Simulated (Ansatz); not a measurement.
Consider H₂S···CH₃Cl.

Input

```
crystal:
  periodic: [false, false, false]
  atoms:
    - {symbol: S, position_ang: [-0.407210, 0.411490, -2.451469]}
    - {symbol: H, position_ang: [0.895626, 0.694546, -2.600849]}
    - {symbol: H, position_ang: [-0.140745, -0.678910, -1.711234]}
    - {symbol: C, position_ang: [-0.106915, 0.051538, 1.402277]}
    - {symbol: Cl, position_ang: [0.335280, -1.566629, 0.815879]}
    - {symbol: H, position_ang: [-0.993035, -0.040378, 2.025541]}
    - {symbol: H, position_ang: [-0.308392, 0.683010, 0.539136]}
    - {symbol: H, position_ang: [0.725291, 0.445232, 1.980720]}
basis:
  gaussian: {orbitals: "def2-TZVPPD.json"}
hamiltonian: {xc: pbe0, dispersion: d4}
output: {orbitals: {seedname: orbitals}}
```

Launched as:

```sh
ansatz run in.yaml --threads 4 --pin off --events-out ev --progress --plain --max-ram 9574MiB
```

Geometry: PBE0-D4/def2-TZVP.

The calculation used Ansatz 0.2.0, RKS PBE0-D4/def2-TZVPPD.

Q: What will maps of the electron density and electron localisation function show?

A: Cl5···H3 (2.72 Å): the density falls to about 0.06 e/Å³ on the way; the ELF dips to about 0.05 between them: a weak contact between the two molecules.
C–Cl (1.78 Å): the density is about 1.3 e/Å³ at the midpoint; the ELF peaks at about 0.90 between the atoms, as expected for a covalent bond.
C–H (1.09 Å): ρ at the midpoint is about 2.1 e/Å³; the ELF climbs to about 1 towards the hydrogen, as it does in any bond to H: an ordinary covalent bond to hydrogen.
S–H (1.34 Å): the density is about 1.5 e/Å³ at the midpoint; the ELF climbs to about 1 towards the hydrogen.

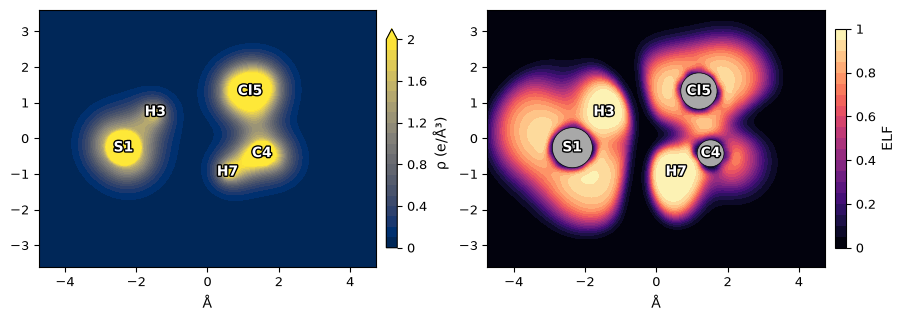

Computed electron density and electron localisation function on the plane of atoms Cl5, C4 and H7, in this order. Grey discs cover the atomic cores in the ELF map. 
